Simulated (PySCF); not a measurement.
```yaml
atoms:
  - { symbol: Cl, position_ang: [0.1717, 1.1510, 2.2054] }
  - { symbol: C, position_ang: [0.0061, -0.1922, 1.0274] }
  - { symbol: Ge, position_ang: [1.7007, -0.1713, 0.0129] }
  - { symbol: Ge, position_ang: [-1.6500, 0.2598, 0.0494] }
  - { symbol: Br, position_ang: [-2.1677, -1.4198, -1.3944] }
  - { symbol: H, position_ang: [-0.1123, -1.1078, 1.6069] }
  - { symbol: H, position_ang: [1.7451, -1.2782, -0.9921] }
  - { symbol: H, position_ang: [2.8117, -0.3010, 0.9988] }
  - { symbol: H, position_ang: [1.7962, 1.1459, -0.6806] }
  - { symbol: H, position_ang: [-2.8173, 0.4061, 0.9966] }
  - { symbol: H, position_ang: [-1.4787, 1.5102, -0.7764] }
```

Geometry: GFN2-xTB.

All numbers below come from PySCF 2.14.0, CAM-B3LYP/def2-SVPD, SCF density, gas phase.

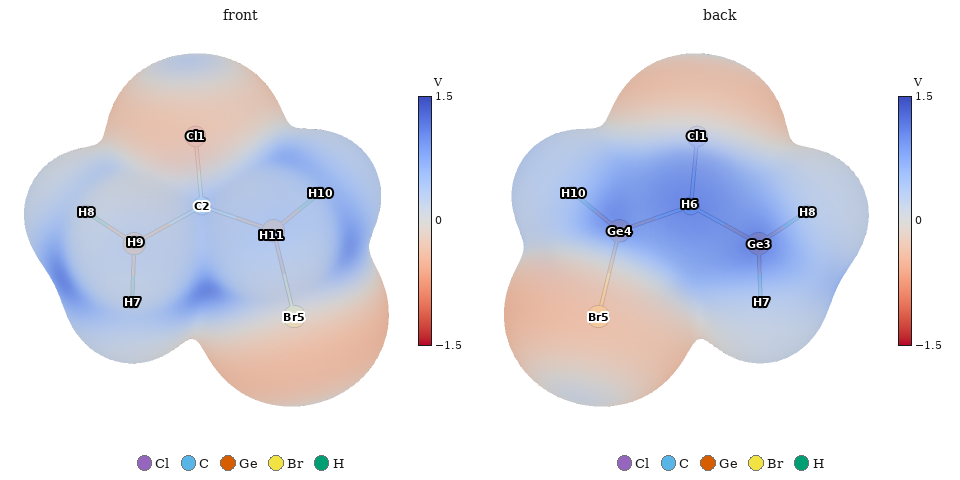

CH$_{6}$BrClGe$_{2}$. The electrostatic potential painted on the density surface at 0.001 e/bohr³, seen from the front and from behind; red is negative and blue positive.

Which sites attract a positive test charge, and which a negative one?

Answer. A positive charge is drawn to the negative regions and a negative charge to the positive ones. The most negative region (about −0.4 V) lies over Br5, the most positive (about +1.1 V) over Ge3, Ge4 and H6.

What dipole moment does the calculation give?

Answer. Its dipole moment is 0.74 D.
